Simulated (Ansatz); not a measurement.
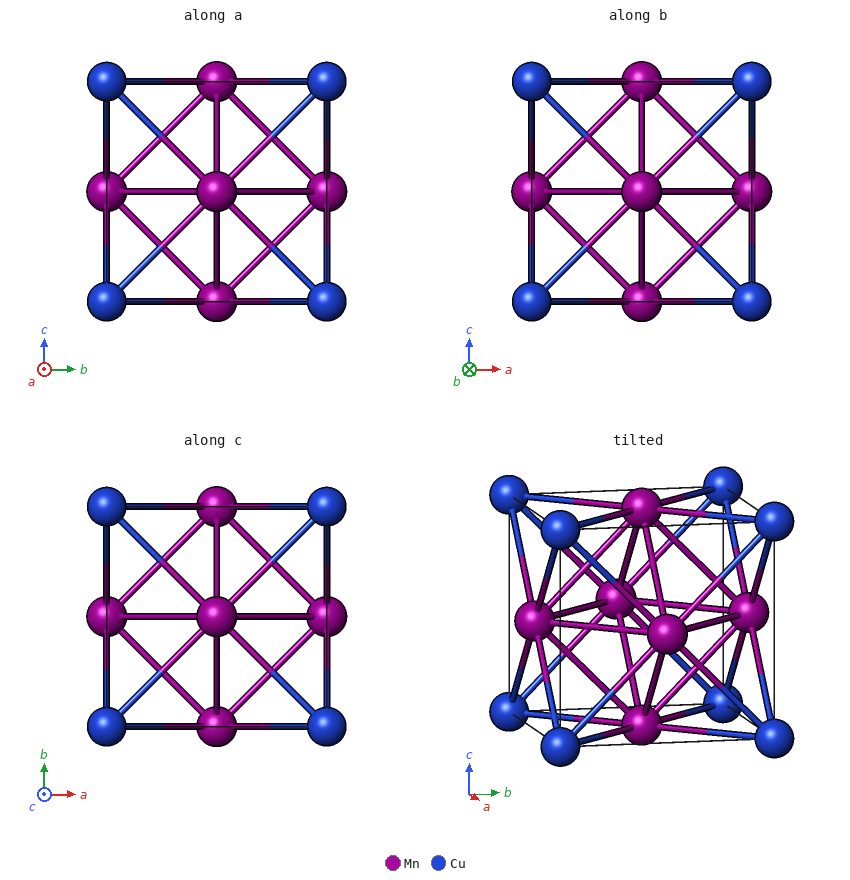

Shown here is a ball-and-stick view of the crystal, taken along the a axis, along the b axis, along the c axis and slightly off an axis. Thin lines show the conventional unit cell, with boundary atoms drawn in all their periodic places.

Lattice parameters: a = 3.4818 Å, b = 3.4818 Å, c = 3.4818 Å, α = 90.000°, β = 90.000°, γ = 90.000°.

Question: Write down what is shown as a CIF with its space group and independent sites.

Answer:
```cif
data_structure
_symmetry_space_group_name_H-M 'P m -3 m'
_symmetry_Int_Tables_number 221
_cell_length_a 3.4818
_cell_length_b 3.4818
_cell_length_c 3.4818
_cell_angle_alpha 90.000
_cell_angle_beta 90.000
_cell_angle_gamma 90.000
_cell_volume 42.21
loop_
_atom_site_label
_atom_site_type_symbol
_atom_site_symmetry_multiplicity
_atom_site_Wyckoff_symbol
_atom_site_fract_x
_atom_site_fract_y
_atom_site_fract_z
_atom_site_occupancy
Mn1 Mn 3 c 0.0000 0.5000 0.5000 1
Cu1 Cu 1 a 0.0000 0.0000 0.0000 1
```

Its origin is a structure type filled with these elements by a generator (whether the compound takes this form wasn't checked). The geometry comes from a coarse first relaxation with Ansatz, DFT PBEsol, scalar-relativistic, plane waves, PAW.
